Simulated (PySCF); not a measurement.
# C$_{2}$H$_{6}$BN$_{2}$Si (SMILES C#C[SiH2]NB[NH]) (doublet): what the fields show

```xyz
12

C     3.3366   -0.2974   -0.4180
C     2.2588    0.0572   -0.0215
Si    0.6054    0.6202    0.6068
N    -0.5123   -0.2045   -0.4304
B    -1.9335   -0.1280   -0.3639
N    -2.6718    0.4993    0.5538
H     4.2804   -0.6098   -0.7651
H     0.5061    2.0793    0.4583
H     0.4350    0.1984    2.0030
H    -0.1211   -0.7701   -1.1657
H    -2.5491   -0.6994   -1.2167
H    -3.6332    0.6956    0.7333
```

Geometry: GFN2-xTB.

Computed with UKS B3LYP, pcH-1 on B C H N Si, non-relativistic, mean-field spin-orbit, GIAO (PySCF 2.14.0, density-fitted response routines).

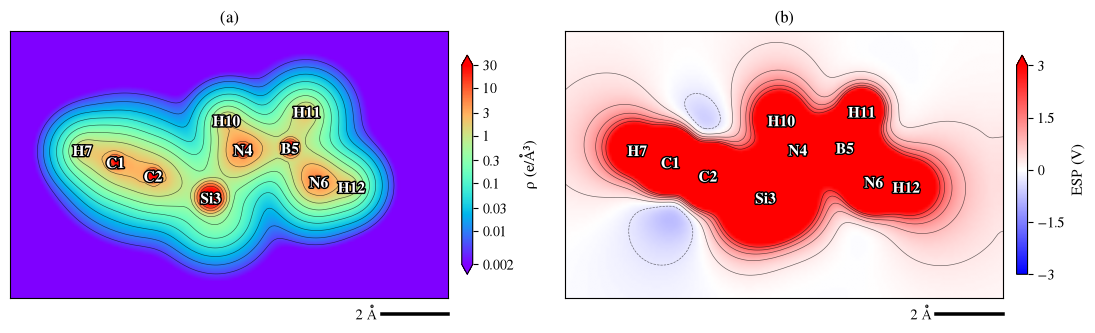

Figure 1. (a) total electron density; (b) molecular electrostatic potential on the plane of atoms Si3, N4 and B5.

Q: Read the bonding off the picture.

A: Atoms in the plane: C, Si, N, B and H.
C–C (1.20 Å): the density is about 2.7 e/Å³ at the midpoint.
B–N (1.33 Å): the density is about 2.3 e/Å³ at the midpoint.
Si–N (1.73 Å): ρ is about 0.94 e/Å³ halfway.
C–Si (1.86 Å): ρ at the midpoint is about 0.86 e/Å³.
N–H (1.00 Å): the density is about 2.7 e/Å³ at the midpoint.
Outside the dense part of the molecule the potential is most negative (−0.8 V) near C1.

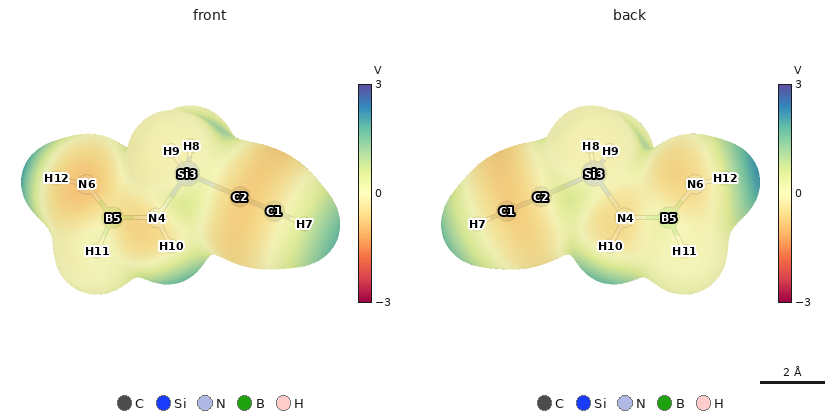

Figure 2. The electrostatic potential painted on the density surface at 0.002 e/bohr³, seen from the front and from behind; the colour scale runs from red (negative) to blue (positive).

Q: Which sites attract a positive test charge, and which a negative one?

A: A positive charge is drawn to the negative regions and a negative charge to the positive ones. The most negative region (about −0.9 V) lies over N6, the most positive (about +2.1 V) over H12.
